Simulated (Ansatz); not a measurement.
# Cd2P: a trial structure relaxed, part 2 of 2

The task: take a trial cell of Cd2P to zero force and stress.

Ansatz 0.2.0; DFT PBE, scalar-relativistic, plane waves, PAW. Earlier steps stand in the parts before.

### 4 Relaxation on the finer mesh

The end of the coarse run is made exact in the group found at a tolerance of 0.06 Å and reduced to its primitive cell.

File input.yaml:

```yaml
crystal:
  lattice:
    - [0.0, 3.2711769329, 3.2711769329]
    - [3.2711769329, 0.0, 3.2711769329]
    - [3.2711769329, 3.2711769329, 0.0]
  atoms:
    - { symbol: Cd, position: [0.25, 0.25, 0.25] }
    - { symbol: Cd, position: [0.75, 0.75, 0.75] }
    - { symbol: P, position: [0.5, 0.5, 0.5] }
basis:
  ecutwfc: 420
kpoints:
  mp_grid: { grid: [12, 12, 12] }
hamiltonian:
  xc: pbe
scf:
  occupations: { method: gaussian, width: 0.1 }
output:
  forces: true
  stress: true
  eigenvalues: true
  write_density: true
  write_potential: true
  elf: true
  volumetric_format: npy
relax:
  adjacent_minimum: "off"
  f_tol: 0.01
  max_steps: 80
  cell: { stress_tol: 0.05 }
```

Launch:

```bash
$ ansatz run input.yaml --threads 1 --pin off --max-ram 2048MiB --backend cpu --events-out ev --progress --plain --runs-dir out
```

The log of the run, shortened:

```text
Warning: RAYON_NUM_THREADS=1 ignored (pool sized by the plan → 1); use --threads N
[...]
Pseudopotentials: kind: paw
Pseudopotential: Cd, paw, valence charge 20, recommended cutoff 420 eV (normal), Cd.paw.azcp
Pseudopotential: P, paw, valence charge 5, recommended cutoff 420 eV (normal), P.paw.azcp
Functional definition: PBE
[...]
Crystal: 3 atoms, lattice volume = 70.007 Å³
Basis set: ecut = 420 eV, 1363 PW (Γ), exchange–correlation on 64×64×64 points (8 copies of the dense FFT grid, shifted against one another)
Bands: 27, of which v1, the nominal top of the filled ones, is band 23 counted from 1 (22 counted from 0)
Symmetry: 48 space group operations
Space group: Fm-3m (ITA 225), of the structure as read, at distance tolerance 4.1e-5 Å
k-points: 72 of 1728
[...]
SCF iter   1: F=—  HF=-17264.232366 eV  |F-HF|=—  |Δ(HF+E_count)|=         —  Δρ=1.41e-3  dr2=1.38e-3  ethr=1.77e-3  ⟨swp⟩=5.7  Hψ=7681  notcnv=0
[...]
--- Stress (GPa, compression-positive) ---
       -0.002716      -0.000000      -0.000000
       -0.000000      -0.002716      -0.000000
       -0.000000       0.000000      -0.002716
  P = ⅓ Tr σ = -0.0027 GPa (-0.027 kbar)
--- Band table (eV; the first three rows and the last of 72) ---
[... band rows left out ...]
[...]
--- Relaxed structure (3 steps of the walk, 3 accepted, 1 SCFs on fresh bases) ---
  F+E_penalty+E_count = -17264.23353164 eV   max|allowed force component| = 4.934e-17 eV/Å   (the final SCF, on the basis selected at the relaxed cell)
  cell:  # Å, volume = 70.6547 Å³
    - [-9.498091930069433e-34, 3.281232063165104, 3.281232063165104]
    - [3.281232063165104, -1.8980260822536072e-33, 3.281232063165104]
    - [3.281232063165104, 3.281232063165104, -9.370707629247045e-34]
  atoms:
    - { symbol: Cd, position: [0.24999999999999997, 0.24999999999999997, 0.24999999999999997] }
    - { symbol: Cd, position: [0.7499999999999999, 0.7499999999999999, 0.7499999999999999] }
    - { symbol: P, position: [0.49999999999999994, 0.49999999999999994, 0.49999999999999994] }
```

Wall time 34 s (1 thread of Arm Neoverse V1, shared host); peak memory 0.4 GiB.

The steps of the relaxation:

```
step  E - E(step 1) (eV/cell)  largest force component (eV/Å)  pressure (GPa)  volume (Å³)
   1                   0.0000                          0.0000            0.48        70.01
   2                  -0.0006                          0.0000           -0.13        70.83
   3                  -0.0008                          0.0000            0.00        70.65
   4                  -0.0010                          0.0000            0.00        70.65
```

Step 1 is the start. Step 4 repeats the geometry before it on a plane-wave basis chosen anew for that cell, so its energy need not be comparable with the rows above.

Lengths and angles in the start's conventional setting:

|  | before | after | change |
| --- | --- | --- | --- |
| a (Å) | 6.542 | 6.562 | +0.3 % |
| b (Å) | 6.542 | 6.562 | +0.3 % |
| c (Å) | 6.542 | 6.562 | +0.3 % |
| volume (Å³/atom) | 23.34 | 23.55 | +0.9 % |
| shortest distance (Å) | 2.833 | 2.842 | +0.3 % |
| space group (0.01 Å) | Fm-3m | Fm-3m | same |

The run keeps the 48 symmetry operations of the start, so it could not have lowered the symmetry.

The maps below are laid out on this run's own conventional cell (a, b, c = 6.562, 6.562, 6.562 Å).

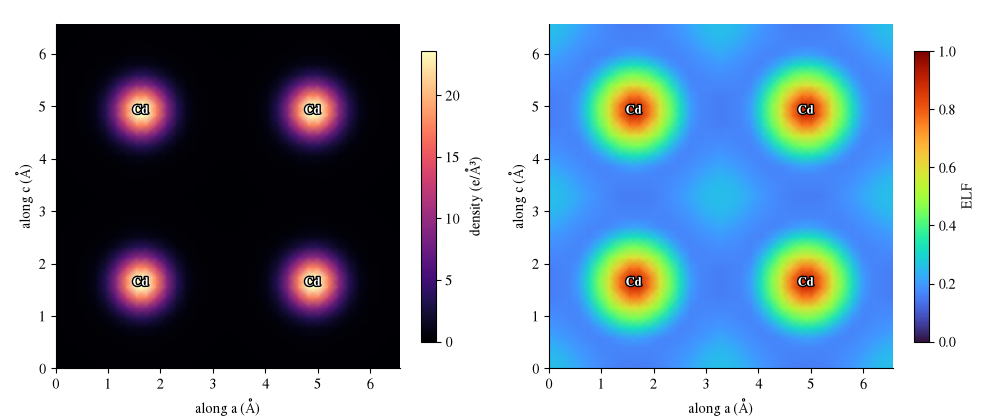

Density (left) and ELF (right) in a lattice plane of the grid's cell (edges 6.56 and 6.56 Å, at 0.250 of the third edge), which holds Cd. Only atoms in the plane are labelled. Both are smooth fields of the valence electrons: close to the nuclei they are not physical.

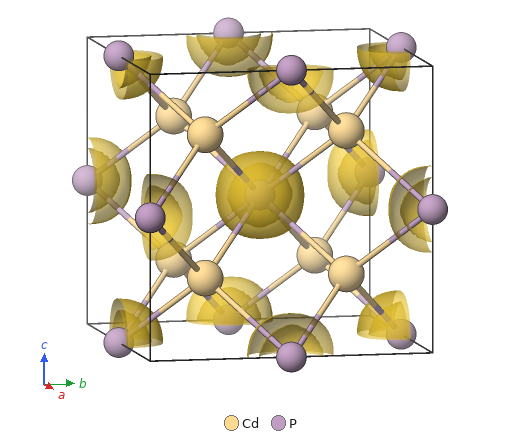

Surface of ELF = 0.78, drawn in one cell.

Maxima of ELF outside the ion cores: 0.84 in the shell around P, 0.8 Å from P.

### 5 Changing settings: xc revpbe, dr2_threshold 1.0e-06, ecutwfc left out

File input.yaml:

```yaml
crystal:
  lattice:
    - [0.0, 3.2812320632, 3.2812320632]
    - [3.2812320632, 0.0, 3.2812320632]
    - [3.2812320632, 3.2812320632, 0.0]
  atoms:
    - { symbol: Cd, position: [0.25, 0.25, 0.25] }
    - { symbol: Cd, position: [0.75, 0.75, 0.75] }
    - { symbol: P, position: [0.5, 0.5, 0.5] }
kpoints:
  mp_grid: { grid: [12, 12, 12] }
hamiltonian:
  xc: revpbe
scf:
  occupations: { method: gaussian, width: 0.1 }
  convergence: { dr2_threshold: 1.0e-06 }
output:
  forces: true
  eigenvalues: true
  stress: true
```

Launch:

```bash
$ ansatz run input.yaml --threads 1 --pin off --max-ram 2048MiB --backend cpu --events-out ev --progress --plain --runs-dir out
```

The log of the run, shortened:

```text
Warning: scf.convergence.dr2_threshold = 1e-6 eV is looser than this run's default, which is 1e-7 eV or tighter. The error in the forces grows as the threshold's square root, so leave the key out unless less accurate forces are enough
Warning: output.stress: scf.convergence.dr2_threshold = 1e-6 eV is looser than the 3e-10 eV advised for a printed stress (1e-10 eV for each atom of the cell: 3). What an SCF threshold leaves in a stress goes as its square root, and in the free energy as the threshold itself, and one [...]
Warning: RAYON_NUM_THREADS=1 ignored (pool sized by the plan → 1); use --threads N
[...]
[... 3 set-up lines as earlier in the session ...]
Functional definition: revPBE
[...]
Crystal: 3 atoms, lattice volume = 70.655 Å³
Basis set: ecut = 420 eV, 1411 PW (Γ), exchange–correlation on 64×64×64 points (8 copies of the dense FFT grid, shifted against one another)
Bands: 27, of which v1, the nominal top of the filled ones, is band 23 counted from 1 (22 counted from 0)
[... 2 set-up lines as earlier in the session ...]
k-points: 72 of 1728
[...]
SCF iter   1: F=—  HF=-17278.312438 eV  |F-HF|=—  |Δ(HF+E_count)|=         —  Δρ=3.72e-3  dr2=8.21e-3  ethr=1.77e-3  ⟨swp⟩=5.7  Hψ=7687  notcnv=0
[...]
SCF iter   6: F=-17278.310704 eV  HF=-17278.310704 eV  |F-HF|=8.51e-10  |Δ(HF+E_count)|=   4.81e-7  Δρ=2.33e-6  dr2=5.65e-9  ethr=7.83e-10  ⟨swp⟩=4.7  Hψ=8561  notcnv=0
[...]
SCF converged after 6 iterations
Free energy (F): -17278.310704 eV
[...]
E sigma→0 (E₀):  -17278.306095 eV
Entropy (-TS):   -0.009218 eV (-3.073 meV/atom)
Fermi energy:    10.828322 eV
[...]
--- Forces (eV/Å), atoms counted from 1 ---
  atom   1  Cd     0.00000000    -0.00000000     0.00000000
  atom   2  Cd     0.00000000     0.00000000    -0.00000000
  atom   3  P     -0.00000000     0.00000000     0.00000000
[...]
--- Stress (GPa, compression-positive) ---
        1.521332       0.000000      -0.000000
       -0.000000       1.521332      -0.000000
        0.000000      -0.000000       1.521332
  P = ⅓ Tr σ = 1.5213 GPa (15.213 kbar)
--- Band table (eV; the first three rows and the last of 72) ---
[... band rows left out ...]
[...]
```

It took 7.7 s on 1 thread of Arm Neoverse V1, shared host; peak memory 0.38 GiB.

```
    run     ending   energy change  pressure (GPa)  gap (eV)  force (eV/Å)  cycles   time
 step 4  converged               -             0.0      0.00          0.00       -   34 s
variant  converged  not comparable             1.5      0.00          0.00       6  7.7 s
```

A change of functional puts the total energy on another scale; the pressure goes from 0.0 to 1.5 GPa. At this fixed cell a higher pressure means that this functional prefers a larger volume than the reference.

### 6 Outcome

The summary covers parts 1 to 2. Changes of volume or cell count from the first structure of part 1.

```
                              quantity                                                                      value
symmetry at the end (tolerance 0.05 Å)                                                space group Fm-3m (No. 225)
                     conventional cell  a = 6.562 Å, b = 6.562 Å, c = 6.562 Å, α = 90.00°, β = 90.00°, γ = 90.00°
                                volume                                                              23.55 Å³/atom
     energy over the elements, black P                                                              +0.12 eV/atom
                       gap on the mesh                                                               none (metal)
```

The space group Fm-3m (No. 225) is kept, and the volume per atom shrinks by 11.1 % from the first guess. With a positive formation energy it can't be a ground state. No finished test with a distortion of lower symmetry is shown, so the end may be a saddle point.
